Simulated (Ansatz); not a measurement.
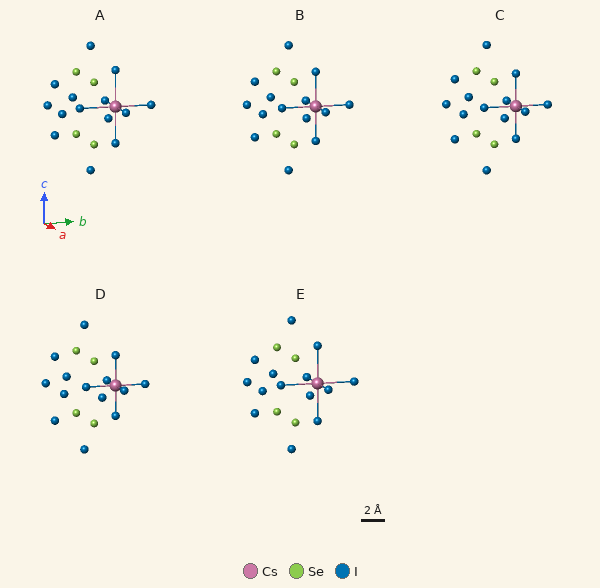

5 geometries from one relaxation of solid CsSe2I6 (a generated structure, set up in Fm-3m) (coarse preliminary run), in shuffled order. Style: ball-and-stick. Shown: the atoms within 5.8 Å of the atom that moves most (axes of the conventional cell (4 times the calculation's cell)), slightly off an axis. Lengths and directions refer to the drawn axes.

Method: DFT PBE, scalar-relativistic, plane waves, PAW (Ansatz). (plane-wave cutoff 420 eV; k-point mesh 4 × 4 × 4; occupations gaussian; smearing width 0.1 eV; no spin polarisation; cell and atoms relaxed; force threshold 0.04 eV/Å; at most 70 steps)

Q: Order the frames from highest to lowest energy.

A: D, C, B, A, E. They are steps 0, 1, 2, 3, 7, at +578 meV per atom, +243 meV per atom, +63.1 meV per atom, +24.9 meV per atom relative to the last. The energy falls by 578 meV per atom in 6 accepted moves (7 points after the start). The largest force component goes from 3.2 to 0.021 eV/Å. The pressure goes from 4.83 to 0.06 GPa. The SCF was repeated once at an unchanged geometry on a basis and grid sized afresh for the cell, which shifted the energy by 0.2 meV per atom at most. The largest moves relative to the cell, 0.58 Å, are those of I atoms. Se and Cs stay in place. The drawn cell changes as follows: a = b = c 11.441 → 11.815 Å (+3.3 %); the volume changes by +10.1 %. Near-neighbour distances that change, for instance: I–I 4.155 → 3.466 Å, Cs–I 2.783 → 3.457 Å. The space group stays Fm-3m (No. 225).

Limits of the set-up: an odd number of electrons was run without spin polarisation, which fails if the electron would localise.
